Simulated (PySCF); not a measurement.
# C3H6ClFSi: NMR shifts at several levels of theory

Aim: compute the NMR shifts of C3H6ClFSi (`F[SiH2]C/C=C\Cl`) at several levels, and see how far they spread and what each costs.

Computed with PySCF 2.14.0, with density-fitted response routines of our own, on a single molecule in the gas phase. Atoms count from 0, in the outputs and in this text.

### 1 The starting structure

12 atoms, charge 0, multiplicity 1; geometry from: PBE0-D3(BJ)/def2-SVP.

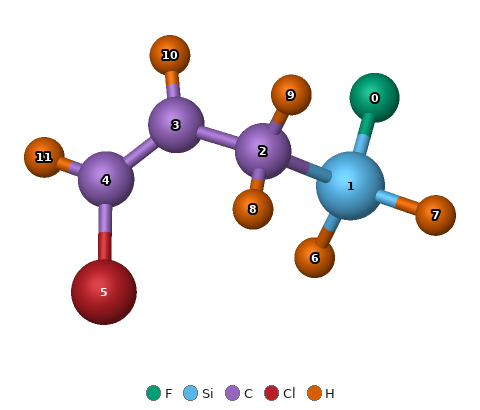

The starting geometry (fluorine teal, silicon blue, carbon purple, chlorine red, hydrogen orange), atoms numbered; sticks join atoms by distance.

### 2 NMR shieldings: HF/pcSseg-1

Job settings and geometry (Å):

```
{"job": {"kind": "nmr", "xc": "HF", "basis": "pcSseg-1", "pop": false}, "charge": 0, "multiplicity": 1}
F     -2.427373    -1.049868     0.042456
Si    -1.670725     0.391205     0.128389
C      0.026294     0.117193     0.887094
C      0.882395    -0.730294     0.011981
C      1.739778    -0.289183    -0.911928
Cl     2.026535     1.391138    -1.207866
H     -1.554711     0.929510    -1.253384
H     -2.496571     1.284345     0.990704
H      0.481973     1.109961     1.041335
H     -0.116475    -0.346563     1.876684
H      0.778628    -1.817357     0.092204
H      2.330986    -0.951628    -1.546237
```

Level: GIAO HF/pcSseg-1 NMR shielding, non-relativistic, gas phase.

The run is started by

```
OMP_NUM_THREADS=1 python probes_run.py task.json out
```

The driver reads the jobs from task.json and runs them one after another.

The program printed:

```text
final grid: 101136 points
cycle   1  E = -964.8267794679  dE =  7.681e-01  |g| = 6.080e-01  |ddm| = 3.008e+00
cycle   2  E = -964.9090427391  dE = -8.226e-02  |g| = 3.479e-01  |ddm| = 7.560e-01
cycle   3  E = -964.9298729305  dE = -2.083e-02  |g| = 6.256e-02  |ddm| = 2.645e-01
cycle   4  E = -964.9314059046  dE = -1.533e-03  |g| = 1.380e-02  |ddm| = 1.109e-01
cycle   5  E = -964.9314921110  dE = -8.621e-05  |g| = 4.689e-03  |ddm| = 2.642e-02
cycle   6  E = -964.9315041751  dE = -1.206e-05  |g| = 1.754e-03  |ddm| = 9.918e-03
cycle   7  E = -964.9315061472  dE = -1.972e-06  |g| = 4.526e-04  |ddm| = 4.553e-03
cycle   8  E = -964.9315062959  dE = -1.487e-07  |g| = 1.429e-04  |ddm| = 1.248e-03
cycle   9  E = -964.9315063062  dE = -1.029e-08  |g| = 4.108e-05  |ddm| = 3.126e-04
cycle  10  E = -964.9315063074  dE = -1.218e-09  |g| = 2.361e-05  |ddm| = 8.850e-05
cycle  11  E = -964.9315063077  dE = -2.751e-10  |g| = 6.608e-06  |ddm| = 4.713e-05
converged SCF energy = -964.9315063077

GIAO shielding tensors (ppm)
atom      isotropic    diamagn.    paramagn.     s11        s22        s33       span
  0 F      415.483     470.678     -55.195    401.303    414.361    430.785     29.483
  1 Si     395.811     872.927    -477.116    360.195    393.780    433.457     73.262
  2 C      176.870     251.736     -74.866    167.830    179.109    183.671     15.841
  3 C       53.695     256.149    -202.453    -78.904     74.322    165.669    244.573
  4 C       61.556     251.785    -190.229    -56.247    107.368    133.546    189.793
  5 Cl     847.101    1146.878    -299.777    662.540    881.607    997.158    334.618
  6 H       27.192      28.486      -1.294     23.376     27.237     30.963      7.586
  7 H       27.052      27.781      -0.729     23.517     25.340     32.299      8.783
  8 H       29.856      30.409      -0.552     24.109     31.189     34.271     10.162
  9 H       30.097      30.144      -0.046     25.912     27.283     37.097     11.185
 10 H       25.559      31.023      -5.465     22.955     25.605     28.117      5.162
 11 H       25.659      28.956      -3.297     20.830     27.440     28.707      7.878
```

Wall time 9.8 s (1 thread of Arm Neoverse N1, shared host); peak memory 0.9 GiB.

Shifts follow as δ = σ(reference) − σ, with reference shieldings (ppm) from runs at the same level and on the same kind of geometry: 1H TMS 31.69, 13C TMS 190.8, 29Si TMS 393.4, 19F CFCl3 246.4, 35Cl HCl 956. The references are single molecules in the gas phase, so shifts against H2O, NH3, PH3, H3PO4 or CFCl3 are not on the usual liquid scales and can be off by tens of ppm. Atoms listed in one row are averaged.

| atoms | environment | σ (ppm) | δ (ppm) |
| --- | --- | --- | --- |
| C3 | alkene CH | 53.7 | 137.2 |
| C4 | alkene CH bonded to Cl | 61.6 | 129.3 |
| C2 | allylic sp3 CH2 bonded to Si | 176.9 | 14.0 |
| H10 | hydrogen on an alkene CH | 25.56 | 6.13 |
| H11 | hydrogen on an alkene CH bonded to Cl | 25.66 | 6.03 |
| H6, H7 | hydrogen on a silicon bonded to C, F | 27.12 | 4.56 |
| H8, H9 | hydrogen on an allylic sp3 CH2 bonded to Si | 29.98 | 1.71 |
| F0 | fluorine bonded to Si | 415.5 | -169.1 |
| Si1 | silicon bonded to C, F, 2 H | 395.8 | -2.4 |
| Cl5 | chlorine bonded to C | 847 | 109 |

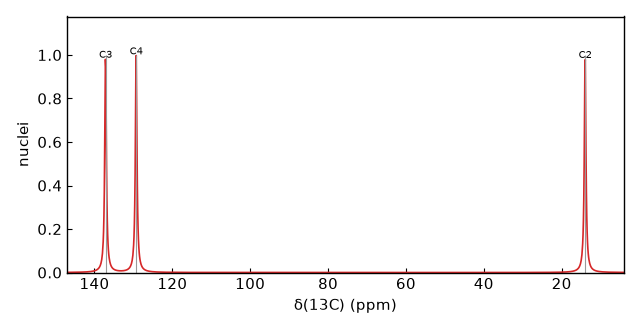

13C lines at the computed shifts, without couplings. Lines are broadened to a width of 0.49 ppm (Lorentzian).

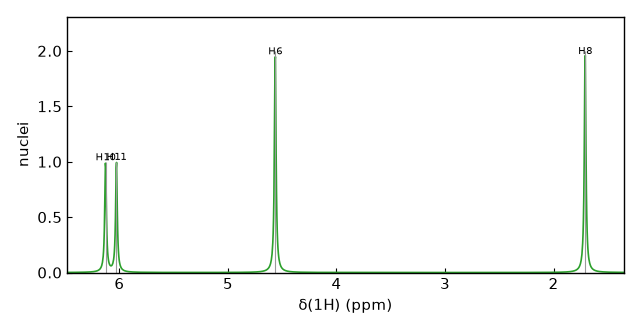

1H lines at the computed shifts, without couplings. Lines are broadened to a width of 0.02 ppm (Lorentzian).

### 3 Shielding tensors: LDA/pcSseg-1

Settings changed since step 2:

```diff
@@ -1,2 +1,2 @@
-{"job": {"kind": "nmr", "xc": "HF", "basis": "pcSseg-1", "pop": false}, "charge": 0, "multiplicity": 1}
+{"job": {"kind": "nmr", "xc": "LDA", "basis": "pcSseg-1", "pop": false}, "charge": 0, "multiplicity": 1}
 F     -2.427373    -1.049868     0.042456
```

Method: GIAO LDA/pcSseg-1 NMR shielding, non-relativistic, gas phase.

The program printed:

```text
coarse grid: 11312 points
cycle   1  E = -962.9808806166  dE =  4.048e-01  |g| = 6.746e-01  |ddm| = 3.219e+00
cycle   2  E = -962.7407955710  dE =  2.401e-01  |g| = 1.338e+00  |ddm| = 1.677e+00
cycle   3  E = -963.0637629902  dE = -3.230e-01  |g| = 1.785e-01  |ddm| = 1.267e+00
cycle   4  E = -963.0702115681  dE = -6.449e-03  |g| = 7.080e-02  |ddm| = 2.307e-01
cycle   5  E = -963.0712060613  dE = -9.945e-04  |g| = 3.706e-02  |ddm| = 8.290e-02
cycle   6  E = -963.0715022472  dE = -2.962e-04  |g| = 9.687e-03  |ddm| = 3.406e-02
cycle   7  E = -963.0715258828  dE = -2.364e-05  |g| = 2.936e-03  |ddm| = 1.223e-02
cycle   8  E = -963.0715276826  dE = -1.800e-06  |g| = 7.275e-04  |ddm| = 3.845e-03
final grid: 101136 points
cycle   9  E = -963.0929243123  dE = -2.593e-05  |g| = 2.649e-03  |ddm| = 1.732e-02
cycle  10  E = -963.0929226168  dE =  1.696e-06  |g| = 4.038e-03  |ddm| = 6.473e-03
cycle  11  E = -963.0929259710  dE = -3.354e-06  |g| = 6.302e-04  |ddm| = 3.686e-03
cycle  12  E = -963.0929260416  dE = -7.062e-08  |g| = 1.859e-04  |ddm| = 6.684e-04
cycle  13  E = -963.0929260459  dE = -4.324e-09  |g| = 1.101e-04  |ddm| = 2.466e-04
cycle  14  E = -963.0929260492  dE = -3.266e-09  |g| = 2.592e-05  |ddm| = 1.214e-04
cycle  15  E = -963.0929260493  dE = -1.332e-10  |g| = 9.304e-06  |ddm| = 2.922e-05
converged SCF energy = -963.0929260493

GIAO shielding tensors (ppm)
atom      isotropic    diamagn.    paramagn.     s11        s22        s33       span
  0 F      382.562     467.996     -85.434    352.921    377.769    416.996     64.075
  1 Si     299.561     878.269    -578.707    242.024    279.635    377.024    135.001
  2 C      157.114     254.076     -96.962    139.716    161.424    170.202     30.485
  3 C       44.671     256.247    -211.576    -71.227     54.654    150.585    221.813
  4 C       46.026     253.813    -207.788    -48.868     77.221    109.724    158.592
  5 Cl     707.458    1147.287    -439.829    455.475    800.445    866.453    410.978
  6 H       25.314      27.953      -2.639     21.413     25.661     28.868      7.455
  7 H       25.083      27.018      -1.934     21.620     23.779     29.851      8.231
  8 H       28.645      30.080      -1.435     23.424     30.257     32.253      8.829
  9 H       28.691      29.237      -0.545     24.968     26.675     34.432      9.464
 10 H       24.681      30.507      -5.827     22.482     24.516     27.043      4.561
 11 H       24.714      28.404      -3.689     20.148     26.326     27.668      7.520
```

Wall time 22 s (1 thread of Arm Neoverse N1, shared host); peak memory 0.9 GiB.

Key values: δ C3 136.1, C4 134.7, C2 23.6, F0 -243.3, H10 6.15, H11 6.11 ppm.

### 4 NMR shieldings: PBE/pcSseg-1

Settings changed since step 3:

```diff
@@ -1,2 +1,2 @@
-{"job": {"kind": "nmr", "xc": "LDA", "basis": "pcSseg-1", "pop": false}, "charge": 0, "multiplicity": 1}
+{"job": {"kind": "nmr", "xc": "PBE", "basis": "pcSseg-1", "pop": false}, "charge": 0, "multiplicity": 1}
 F     -2.427373    -1.049868     0.042456
```

Method: GIAO PBE/pcSseg-1 NMR shielding, non-relativistic, gas phase.

The program printed:

```text
coarse grid: 11312 points
cycle   1  E = -966.7216333130  dE =  4.167e-01  |g| = 6.851e-01  |ddm| = 3.211e+00
cycle   2  E = -966.4840688912  dE =  2.376e-01  |g| = 1.347e+00  |ddm| = 1.703e+00
cycle   3  E = -966.8063468703  dE = -3.223e-01  |g| = 1.715e-01  |ddm| = 1.285e+00
cycle   4  E = -966.8124031846  dE = -6.056e-03  |g| = 6.723e-02  |ddm| = 2.213e-01
cycle   5  E = -966.8132716319  dE = -8.684e-04  |g| = 3.687e-02  |ddm| = 8.009e-02
cycle   6  E = -966.8135683415  dE = -2.967e-04  |g| = 9.794e-03  |ddm| = 3.394e-02
cycle   7  E = -966.8135929885  dE = -2.465e-05  |g| = 2.809e-03  |ddm| = 1.220e-02
cycle   8  E = -966.8135947123  dE = -1.724e-06  |g| = 7.232e-04  |ddm| = 3.762e-03
final grid: 101136 points
cycle   9  E = -966.8658224625  dE = -2.997e-05  |g| = 9.485e-03  |ddm| = 2.466e-02
cycle  10  E = -966.8657860164  dE =  3.645e-05  |g| = 1.471e-02  |ddm| = 2.153e-02
cycle  11  E = -966.8658433855  dE = -5.737e-05  |g| = 2.212e-03  |ddm| = 1.580e-02
cycle  12  E = -966.8658444495  dE = -1.064e-06  |g| = 7.468e-04  |ddm| = 3.487e-03
cycle  13  E = -966.8658445864  dE = -1.369e-07  |g| = 2.539e-04  |ddm| = 8.159e-04
cycle  14  E = -966.8658446020  dE = -1.561e-08  |g| = 5.745e-05  |ddm| = 2.490e-04
cycle  15  E = -966.8658446028  dE = -7.619e-10  |g| = 1.327e-05  |ddm| = 5.738e-05
converged SCF energy = -966.8658446028

GIAO shielding tensors (ppm)
atom      isotropic    diamagn.    paramagn.     s11        s22        s33       span
  0 F      382.207     468.459     -86.252    358.261    377.209    411.150     52.890
  1 Si     325.215     877.751    -552.536    271.075    310.017    394.553    123.478
  2 C      158.111     253.338     -95.227    142.686    162.258    169.391     26.704
  3 C       49.289     255.260    -205.971    -62.942     61.665    149.143    212.085
  4 C       50.694     252.943    -202.248    -40.988     82.026    111.044    152.032
  5 Cl     719.004    1147.523    -428.519    476.667    799.162    881.183    404.515
  6 H       25.962      28.544      -2.582     22.104     26.254     29.527      7.423
  7 H       25.732      27.547      -1.815     22.283     24.393     30.521      8.238
  8 H       29.063      30.447      -1.384     23.989     30.688     32.511      8.523
  9 H       29.198      29.651      -0.453     25.564     27.191     34.839      9.275
 10 H       25.160      31.088      -5.928     23.007     24.982     27.490      4.483
 11 H       25.144      28.937      -3.793     20.649     26.726     28.056      7.407
```

It took 26 s on 1 thread of Arm Neoverse N1, shared host; peak memory 0.92 GiB.

Key values: δ C3 130.7, C4 129.3, C2 21.9, F0 -237.5, H11 6.05, H10 6.04 ppm.

### 5 NMR shieldings: BLYP/pcSseg-1

Settings changed since step 4:

```diff
@@ -1,2 +1,2 @@
-{"job": {"kind": "nmr", "xc": "PBE", "basis": "pcSseg-1", "pop": false}, "charge": 0, "multiplicity": 1}
+{"job": {"kind": "nmr", "xc": "BLYP", "basis": "pcSseg-1", "pop": false}, "charge": 0, "multiplicity": 1}
 F     -2.427373    -1.049868     0.042456
```

Level: GIAO BLYP/pcSseg-1 NMR shielding, non-relativistic, gas phase.

The program printed:

```text
coarse grid: 11312 points
cycle   1  E = -967.2323453566  dE =  4.160e-01  |g| = 7.358e-01  |ddm| = 3.217e+00
cycle   2  E = -966.9523965754  dE =  2.799e-01  |g| = 1.465e+00  |ddm| = 1.839e+00
cycle   3  E = -967.3287289539  dE = -3.763e-01  |g| = 1.862e-01  |ddm| = 1.402e+00
cycle   4  E = -967.3357588830  dE = -7.030e-03  |g| = 6.990e-02  |ddm| = 2.360e-01
cycle   5  E = -967.3366565536  dE = -8.977e-04  |g| = 3.936e-02  |ddm| = 8.439e-02
cycle   6  E = -967.3369909075  dE = -3.344e-04  |g| = 1.163e-02  |ddm| = 3.687e-02
cycle   7  E = -967.3370258731  dE = -3.497e-05  |g| = 3.189e-03  |ddm| = 1.402e-02
cycle   8  E = -967.3370281197  dE = -2.247e-06  |g| = 7.913e-04  |ddm| = 4.143e-03
final grid: 101136 points
cycle   9  E = -967.3881451753  dE = -2.625e-05  |g| = 6.471e-03  |ddm| = 2.134e-02
cycle  10  E = -967.3881240408  dE =  2.113e-05  |g| = 1.112e-02  |ddm| = 1.486e-02
cycle  11  E = -967.3881550977  dE = -3.106e-05  |g| = 1.407e-03  |ddm| = 1.134e-02
cycle  12  E = -967.3881555217  dE = -4.240e-07  |g| = 5.556e-04  |ddm| = 2.036e-03
cycle  13  E = -967.3881555946  dE = -7.293e-08  |g| = 1.638e-04  |ddm| = 5.693e-04
cycle  14  E = -967.3881556008  dE = -6.223e-09  |g| = 5.109e-05  |ddm| = 1.724e-04
cycle  15  E = -967.3881556014  dE = -5.512e-10  |g| = 1.241e-05  |ddm| = 4.785e-05
converged SCF energy = -967.3881556014

GIAO shielding tensors (ppm)
atom      isotropic    diamagn.    paramagn.     s11        s22        s33       span
  0 F      379.964     469.290     -89.326    358.928    374.800    406.164     47.236
  1 Si     320.320     877.466    -557.146    267.280    307.336    386.343    119.063
  2 C      153.139     252.596     -99.457    137.865    157.029    164.523     26.658
  3 C       43.481     254.839    -211.358    -70.558     57.125    143.876    214.434
  4 C       44.656     252.418    -207.763    -47.997     76.197    105.767    153.764
  5 Cl     707.047    1147.878    -440.831    462.687    778.571    879.883    417.196
  6 H       26.279      28.992      -2.713     22.444     26.544     29.850      7.407
  7 H       26.052      27.876      -1.825     22.612     24.698     30.845      8.233
  8 H       29.260      30.702      -1.442     24.311     31.027     32.442      8.131
  9 H       29.457      29.749      -0.292     25.983     27.573     34.814      8.831
 10 H       25.416      31.330      -5.914     23.319     25.124     27.806      4.488
 11 H       25.354      29.151      -3.798     20.930     26.894     28.237      7.307
```

Wall time 26 s (1 thread of Arm Neoverse N1, shared host); peak memory 0.93 GiB.

This run: δ C3 131.8, C4 130.7, C2 22.2, F0 -234.5, H11 6.01, H10 5.94 ppm.

### 6 NMR shieldings: BP86/pcSseg-1

Settings changed since step 5:

```diff
@@ -1,2 +1,2 @@
-{"job": {"kind": "nmr", "xc": "BLYP", "basis": "pcSseg-1", "pop": false}, "charge": 0, "multiplicity": 1}
+{"job": {"kind": "nmr", "xc": "BP86", "basis": "pcSseg-1", "pop": false}, "charge": 0, "multiplicity": 1}
 F     -2.427373    -1.049868     0.042456
```

Level: GIAO BP86/pcSseg-1 NMR shielding, non-relativistic, gas phase.

The program printed:

```text
coarse grid: 11312 points
cycle   1  E = -967.3874961281  dE =  4.156e-01  |g| = 6.852e-01  |ddm| = 3.209e+00
cycle   2  E = -967.1544780420  dE =  2.330e-01  |g| = 1.346e+00  |ddm| = 1.644e+00
cycle   3  E = -967.4714589383  dE = -3.170e-01  |g| = 1.692e-01  |ddm| = 1.236e+00
cycle   4  E = -967.4773629119  dE = -5.904e-03  |g| = 6.417e-02  |ddm| = 2.155e-01
cycle   5  E = -967.4781425400  dE = -7.796e-04  |g| = 3.597e-02  |ddm| = 7.784e-02
cycle   6  E = -967.4784283386  dE = -2.858e-04  |g| = 9.632e-03  |ddm| = 3.316e-02
cycle   7  E = -967.4784511303  dE = -2.279e-05  |g| = 2.742e-03  |ddm| = 1.180e-02
cycle   8  E = -967.4784527650  dE = -1.635e-06  |g| = 7.071e-04  |ddm| = 3.614e-03
final grid: 101136 points
cycle   9  E = -967.5282098434  dE = -3.172e-05  |g| = 6.804e-03  |ddm| = 2.139e-02
cycle  10  E = -967.5282002639  dE =  9.579e-06  |g| = 9.752e-03  |ddm| = 1.285e-02
cycle  11  E = -967.5282156102  dE = -1.535e-05  |g| = 2.044e-03  |ddm| = 8.549e-03
cycle  12  E = -967.5282162425  dE = -6.323e-07  |g| = 5.578e-04  |ddm| = 1.763e-03
cycle  13  E = -967.5282162392  dE =  3.326e-09  |g| = 2.358e-04  |ddm| = 5.912e-04
cycle  14  E = -967.5282162547  dE = -1.557e-08  |g| = 3.817e-05  |ddm| = 2.547e-04
cycle  15  E = -967.5282162550  dE = -3.124e-10  |g| = 1.068e-05  |ddm| = 3.889e-05
converged SCF energy = -967.5282162550

GIAO shielding tensors (ppm)
atom      isotropic    diamagn.    paramagn.     s11        s22        s33       span
  0 F      382.925     468.572     -85.647    360.084    378.224    410.467     50.383
  1 Si     324.763     877.733    -552.970    271.231    310.671    392.388    121.158
  2 C      157.822     253.689     -95.867    142.341    162.130    168.995     26.654
  3 C       48.765     255.739    -206.973    -63.526     61.150    148.671    212.197
  4 C       50.242     253.406    -203.164    -41.412     81.703    110.434    151.846
  5 Cl     719.661    1147.656    -427.994    477.538    798.725    882.721    405.183
  6 H       26.055      28.631      -2.576     22.195     26.337     29.632      7.436
  7 H       25.835      27.630      -1.795     22.381     24.477     30.647      8.266
  8 H       29.133      30.527      -1.394     24.072     30.780     32.548      8.476
  9 H       29.277      29.715      -0.438     25.670     27.263     34.897      9.227
 10 H       25.235      31.103      -5.868     23.112     25.080     27.513      4.401
 11 H       25.210      28.950      -3.739     20.743     26.755     28.133      7.390
```

Wall time 27 s (1 thread of Arm Neoverse N1, shared host); peak memory 0.93 GiB.

Key values: δ C3 131.0, C4 129.5, C2 21.9, F0 -238.2, H11 6.06, H10 6.03 ppm.

### 7 NMR shieldings: OPBE/pcSseg-1

Settings changed since step 6:

```diff
@@ -1,2 +1,2 @@
-{"job": {"kind": "nmr", "xc": "BP86", "basis": "pcSseg-1", "pop": false}, "charge": 0, "multiplicity": 1}
+{"job": {"kind": "nmr", "xc": "OPBE", "basis": "pcSseg-1", "pop": false}, "charge": 0, "multiplicity": 1}
 F     -2.427373    -1.049868     0.042456
```

Level: GIAO OPBE/pcSseg-1 NMR shielding, non-relativistic, gas phase.

The program printed:

```text
coarse grid: 11312 points
cycle   1  E = -967.1643554614  dE =  4.043e-01  |g| = 6.685e-01  |ddm| = 3.212e+00
cycle   2  E = -966.9600199237  dE =  2.043e-01  |g| = 1.276e+00  |ddm| = 1.647e+00
cycle   3  E = -967.2447305466  dE = -2.847e-01  |g| = 1.525e-01  |ddm| = 1.211e+00
cycle   4  E = -967.2496021669  dE = -4.872e-03  |g| = 6.471e-02  |ddm| = 2.088e-01
cycle   5  E = -967.2504002409  dE = -7.981e-04  |g| = 3.735e-02  |ddm| = 7.958e-02
cycle   6  E = -967.2507191577  dE = -3.189e-04  |g| = 8.586e-03  |ddm| = 3.367e-02
cycle   7  E = -967.2507378176  dE = -1.866e-05  |g| = 2.512e-03  |ddm| = 1.029e-02
cycle   8  E = -967.2507392049  dE = -1.387e-06  |g| = 6.634e-04  |ddm| = 3.346e-03
final grid: 101136 points
cycle   9  E = -967.2792849661  dE = -1.437e-04  |g| = 2.638e-02  |ddm| = 5.509e-02
cycle  10  E = -967.2791291856  dE =  1.558e-04  |g| = 3.988e-02  |ddm| = 4.881e-02
cycle  11  E = -967.2793737559  dE = -2.446e-04  |g| = 6.381e-03  |ddm| = 3.309e-02
cycle  12  E = -967.2793796182  dE = -5.862e-06  |g| = 1.919e-03  |ddm| = 5.877e-03
cycle  13  E = -967.2793804273  dE = -8.091e-07  |g| = 7.217e-04  |ddm| = 2.007e-03
cycle  14  E = -967.2793805803  dE = -1.531e-07  |g| = 8.653e-05  |ddm| = 8.008e-04
cycle  15  E = -967.2793805819  dE = -1.543e-09  |g| = 3.155e-05  |ddm| = 1.018e-04
cycle  16  E = -967.2793805821  dE = -2.326e-10  |g| = 7.055e-06  |ddm| = 3.219e-05
converged SCF energy = -967.2793805821

GIAO shielding tensors (ppm)
atom      isotropic    diamagn.    paramagn.     s11        s22        s33       span
  0 F      387.967     468.050     -80.083    365.256    383.405    415.241     49.985
  1 Si     351.451     877.913    -526.462    300.217    337.379    416.758    116.541
  2 C      165.002     253.616     -88.615    150.843    169.204    174.959     24.116
  3 C       60.181     255.108    -194.928    -46.648     72.613    154.577    201.224
  4 C       61.544     252.624    -191.080    -26.024     92.861    117.795    143.820
  5 Cl     738.789    1147.937    -409.148    503.381    814.747    898.239    394.858
  6 H       26.097      28.419      -2.322     22.296     26.371     29.624      7.327
  7 H       25.874      27.483      -1.609     22.464     24.526     30.634      8.170
  8 H       29.070      30.279      -1.209     23.984     30.463     32.764      8.779
  9 H       29.210      29.760      -0.549     25.426     27.050     35.155      9.728
 10 H       25.150      31.178      -6.028     22.939     25.137     27.373      4.434
 11 H       25.139      28.954      -3.814     20.631     26.688     28.098      7.467
```

Wall time 29 s (1 thread of Arm Neoverse N1, shared host); peak memory 0.93 GiB.

This run: δ C3 125.0, C4 123.6, C2 20.1, F0 -232.0, H11 6.09, H10 6.08 ppm.

[end of part 1 of 2]
